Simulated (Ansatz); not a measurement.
```yaml
atoms:
  - { symbol: C, position_ang: [-0.9443, 0.1454, -0.3576] }
  - { symbol: Al, position_ang: [0.8326, 0.0919, 0.4914] }
  - { symbol: Ge, position_ang: [2.7298, 0.6473, 1.8203] }
  - { symbol: H, position_ang: [-1.0985, -0.7171, -1.0277] }
  - { symbol: H, position_ang: [-1.7434, 0.1301, 0.4037] }
  - { symbol: H, position_ang: [-1.0658, 1.0651, -0.9557] }
  - { symbol: H, position_ang: [1.3018, 1.5977, 1.7643] }
```

Geometry: B3LYP-D3(BJ)/def2-SVP.

All numbers below come from Ansatz, isolated molecule in a Gaussian basis; Kohn-Sham density functional theory, functional PBE0.

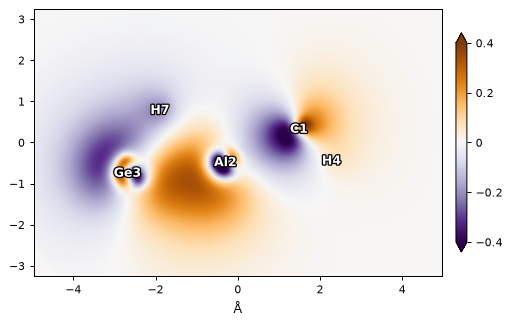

CH4AlGe (SMILES [CH3][Al][GeH]) (doublet). The HOMO−1 (α) on the plane of atoms Al2, Ge3 and H7 (values in Å⁻³ᐟ²; the overall sign is arbitrary).

Where does this orbital lie, and at what energy?

Its weight (Hirshfeld) is mainly on Ge3 (about 45 %), Al2 (about 35 %) and C1 (about 10 %). Its energy is −6.39 eV.
